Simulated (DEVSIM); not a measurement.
Device: Si p+/n-/n+ power diode, at 300 K.

| layer (left to right) | material | thickness (μm) | Nd (cm⁻³) | Na (cm⁻³) | τn (s) | τp (s) |
|---|---|---|---|---|---|---|
| 1 | Si | 0.600 | - | 4.9e18 | 4.7e-6 | 4.7e-6 |
| 2 | Si | 44.0 | 2.3e14 | - | 4.7e-6 | 4.7e-6 |
| 3 | Si | 4.70 | 1.6e18 | - | 4.7e-6 | 1.4e-7 |

Left contact: ohmic. Right contact: ohmic. Voltage is applied to the left contact. Recombination: SRH at mid-gap, Auger. Mobility is μmin + (μ − μmin)/(1 + (N/Nref)^α).

This is a model device: material constants are rounded textbook-type values typed into the input, and sizes, dopings and lifetimes were drawn at random. Values at 300 K.

```tsv
parameter	Si
gap (eV)	1.124
affinity (eV)	4.05
permittivity	11.7
Nc (cm⁻³)	2.86e19
Nv (cm⁻³)	3.1e19
μn (cm²/Vs)	1417
μp (cm²/Vs)	470
μn,min	52
μp,min	45
Nref,n	9.7e16
Nref,p	2.2e17
αn	0.68
αp	0.72
Cn (cm⁶/s)	2.8e-31
Cp (cm⁶/s)	9.9e-32
```

Model (solved in DEVSIM): 1D drift-diffusion, Boltzmann statistics, complete ionisation; no tunnelling, impact ionisation, image-force lowering or self-heating.

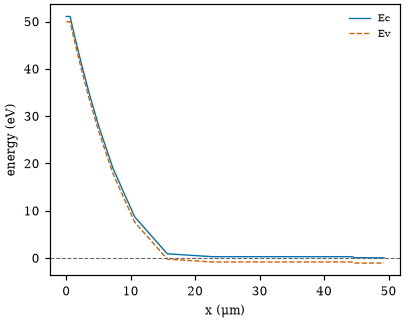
Fig. 1. Band edges at -50.0 V on the left contact

Energies count from the Fermi level of the right contact; mesh points crowd at the junctions.

```csv
x (μm),Ec (eV),Ev (eV),n (cm⁻³),p (cm⁻³),field (V/cm)
0.000,51.076,49.952,< 1e2,4.9e18,≈ 0
0.05442,51.076,49.952,< 1e2,4.9e18,≈ 0
0.2314,51.076,49.952,< 1e2,4.9e18,≈ 0
0.4884,51.076,49.952,< 1e2,4.9e18,≈ 0
0.5966,51.071,49.947,< 1e2,4.0e18,-30000
0.6453,50.752,49.628,< 1e2,1.7e13,-60000
0.8215,49.702,48.578,210,65000,-59000
1.831,43.903,42.779,1700,65000,-56000
5.017,27.966,26.842,8300,63000,-44000
15.67,0.907,-0.217,250000,36000,-6500
35.27,0.303,-0.821,2.3e14,27000,≈ 0
42.79,0.303,-0.821,2.3e14,30000,≈ 0
44.11,0.292,-0.832,3.5e14,20000,-440
44.47,0.246,-0.878,2.1e15,3200,-3300
44.59,0.124,-1.000,2.3e17,< 1e2,-43000
44.64,0.075,-1.050,1.6e18,< 1e2,≈ 0
44.81,0.075,-1.050,1.6e18,< 1e2,≈ 0
45.36,0.075,-1.050,1.6e18,< 1e2,≈ 0
47.92,0.075,-1.050,1.6e18,< 1e2,≈ 0
48.91,0.075,-1.050,1.6e18,< 1e2,≈ 0
49.20,0.075,-1.050,1.6e18,< 1e2,≈ 0
49.30,0.075,-1.050,1.6e18,< 1e2,≈ 0
```
